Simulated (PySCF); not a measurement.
**Cl3In, SMILES `Cl[In](Cl)Cl`: what the electrons do**

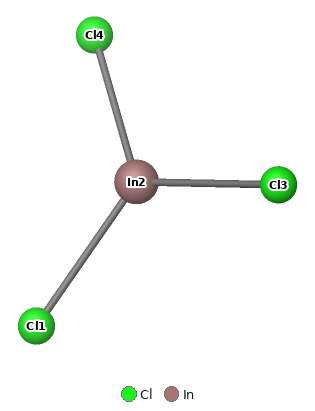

The molecule, with its atoms numbered as below. No frequency check shows the geometry to be a minimum.

Geometry (Å), atoms numbered from 1:

```
Cl1      1.7144   -1.5280    0.0000
In2     -0.0003    0.0000    0.0000
Cl3      0.4666    2.2484    0.0000
Cl4     -2.1800   -0.7204    0.0000
```

### 1. Bonding charge

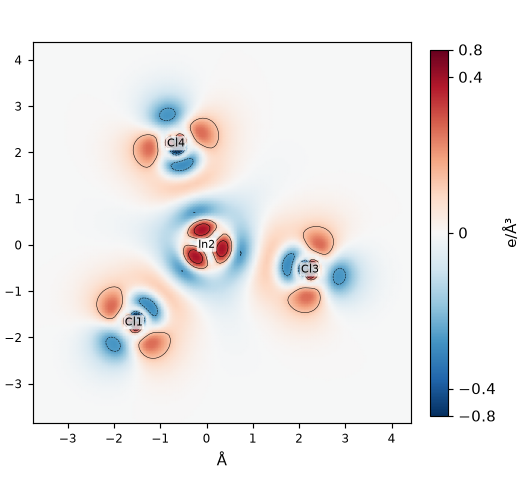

Deformation density (molecule less spherical, spin-averaged free atoms) in the molecular plane; colour scale in e/Å³, logarithmic beyond ±0.1; red: gain, blue: loss.

PySCF calculation, B3LYP/def2-SVP, gas phase; geometry: GFN2-xTB. Core potentials replace the inner electrons of In; spin–orbit coupling isn't included.

How much density has each bond in this plane gained at its critical point, relative to the free atoms?

Answer. In2–Cl4, In2–Cl3 and Cl1–In2: 0.00 e/Å³ at the bond critical point (bond length 2.30 Å, Mayer order 1.1). In all, 0.9 electrons gather in the regions of gain relative to the promolecule. A small or negative value marks a very polar bond, one between electron-rich atoms, whose free-atom densities already overlap strongly, a long bond to a heavier atom, or a closed-shell contact such as a hydrogen bond.

Where do the Hirshfeld charges lie?

Answer. The highest Hirshfeld charge is on In2 (+0.56 e), the lowest on Cl1, Cl3 and Cl4 (−0.19 e).

```json
{"atom": "Cl1", "charge (e)": "−0.19"}
{"atom": "In2", "charge (e)": "+0.56"}
{"atom": "Cl3", "charge (e)": "−0.19"}
{"atom": "Cl4", "charge (e)": "−0.19"}
```

### 2. Local ionisation energy

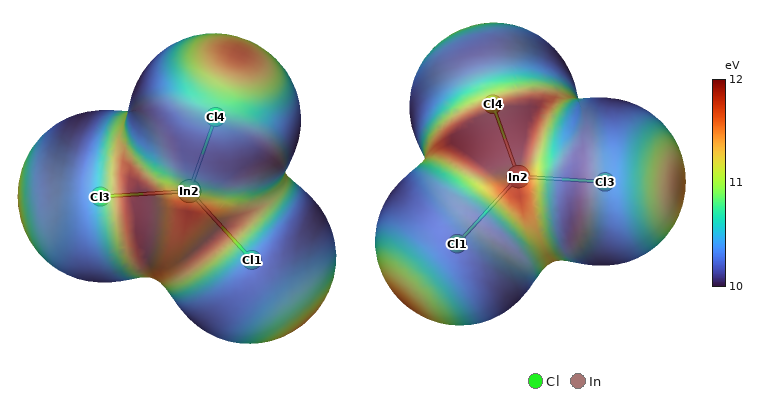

Average local ionisation energy on the surface of electron density 0.001 a.u. (back view left, front view right).

Where are the most loosely bound electrons on this surface?

Answer. The lowest value is 10.0 eV, 2.1 Å from Cl1, and at like points elsewhere. For comparison, the highest occupied orbital lies at −8.9 eV.

### 3. Excited states

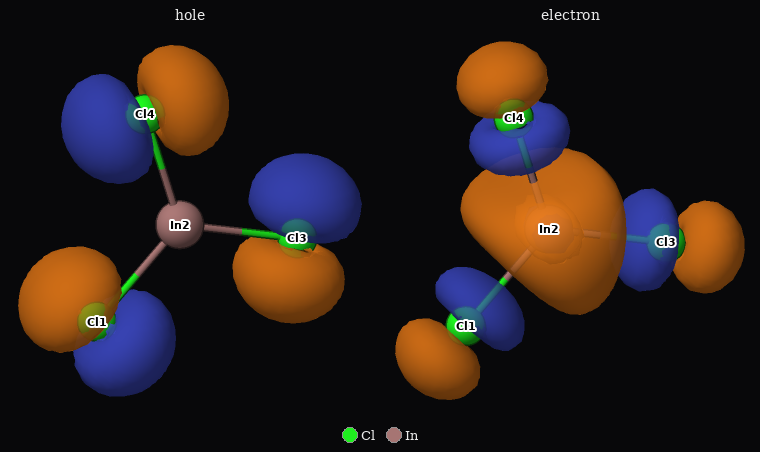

Leading natural transition orbital pair of S₁ (TDA singlet states); the surfaces enclose about 78 % of each orbital's density.

Level of theory: PBE/def2-SVP (PySCF), at a geometry from GFN2-xTB. Core potentials replace the inner electrons of In; spin–orbit coupling isn't included. Without diffuse functions Rydberg states are missing, so the states' numbers hold for this basis only.

What kind of excitation is it, and where does it lie?

Answer. 4.32 eV (287 nm), f = 0.000 (dark), n → σ*; the leading pair carries 100 %; hole on Cl1, Cl3 and Cl4 (32 % each), electron on In2 (45 %) and Cl1, Cl3 and Cl4 (18 % each); their centroids lie 0.0 Å apart. In canonical orbitals it is mainly HOMO → LUMO (100 %). The HOMO–LUMO gap is 4.15 eV.

### 4. In an electric field

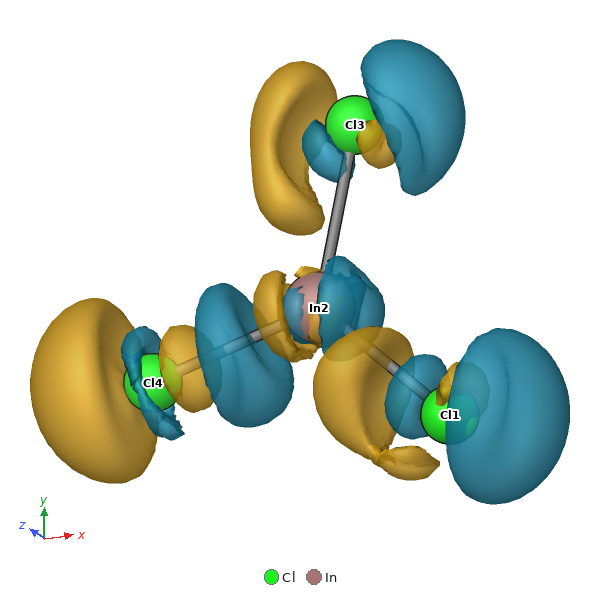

Change of the electron density in a uniform field of 0.10 V/Å, surfaces at ±0.001 e/Å³ (yellow: gain, teal: loss).

Computed with PySCF, HF/def2-TZVP, geometry: GFN2-xTB. Core potentials replace the inner electrons of In; spin–orbit coupling isn't included. A basis without diffuse functions makes polarisabilities too small.

The field was applied in both directions; the picture shows the one opposite to the script's first.

Along which Cartesian direction does the field point?

Answer. Along +x: electrons gather on the −x side, against the field.

How large is the response?

Answer. The induced dipole is 0.36 D (along the field); α along this axis, from the fields in both directions, is 71 bohr³ (10.6 Å³).

### 5. Removing or adding an electron

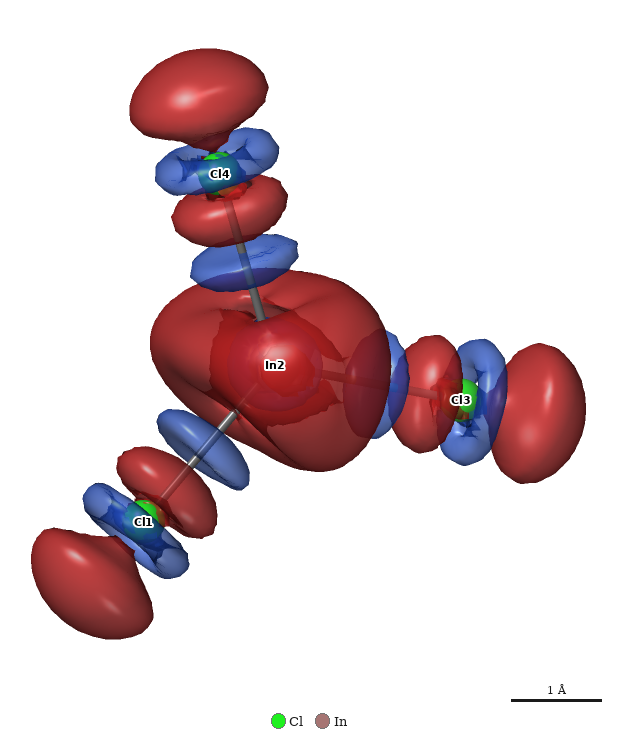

Fukui function f⁺ = ρ(N+1) − ρ(N) at fixed geometry, surfaces at ±0.02 e/Å³ (red positive, blue negative).

PySCF calculation, HF/def2-TZVP, gas phase; geometry: GFN2-xTB. Core potentials replace the inner electrons of In; spin–orbit coupling isn't included.

On which atoms does the density change most on addition of an electron?

Answer. f⁺ (Hirshfeld-condensed) is largest on In2 (0.45); the vertical electron affinity is 0.06 eV (the stability of the anion's solution wasn't checked; rough: the basis has no diffuse functions). Condensed values hint at sites of nucleophilic attack but needn't mark the atom that reacts. Orbital relaxation makes it negative in places (0.17 e in all).
